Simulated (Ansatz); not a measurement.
# Hypothetical zinc blende BiP: pressure series

Start from BiP in the zinc blende structure (space group F-43m, No. 216; a hypothetical phase, not in the database extracts checked).

```yaml
crystal:
  lattice:
    - [0.00000, 3.23286, 3.23286]
    - [3.23286, 0.00000, 3.23286]
    - [3.23286, 3.23286, 0.00000]
  atoms:
    - { symbol: P, position: [0.75000, 0.75000, 0.75000] }
    - { symbol: Bi, position: [0.00000, 0.00000, 0.00000] }
```

Cell and atoms are relaxed at each pressure.

Method: r2SCAN (Ansatz, a first-principles code; PAW; 500 eV plane waves; without spin-orbit coupling).

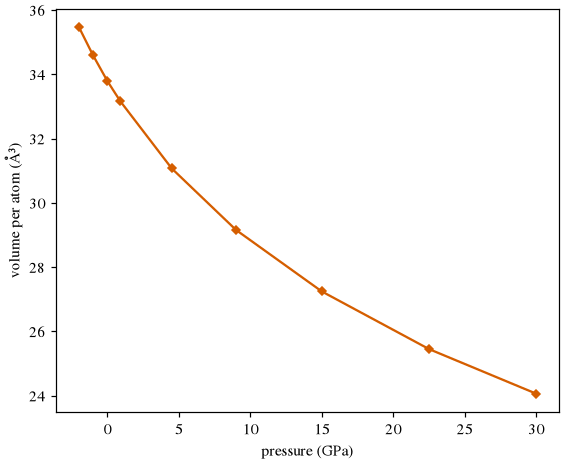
Figure. Volume per atom against pressure

### Question
From the plot, what is the volume per atom for pressure 9 GPa?

### Answer
About 29.2 Å³.

### Question
Is the trend monotonic over the range shown?

### Answer
Yes, it falls throughout, spanning 24.06 Å³ to 35.47 Å³.

Load acts through the strain it causes; cell and atoms are relaxed under it. No phonon test of stability was made. Competing high-pressure phases were not computed. All final runs are without spin polarisation.
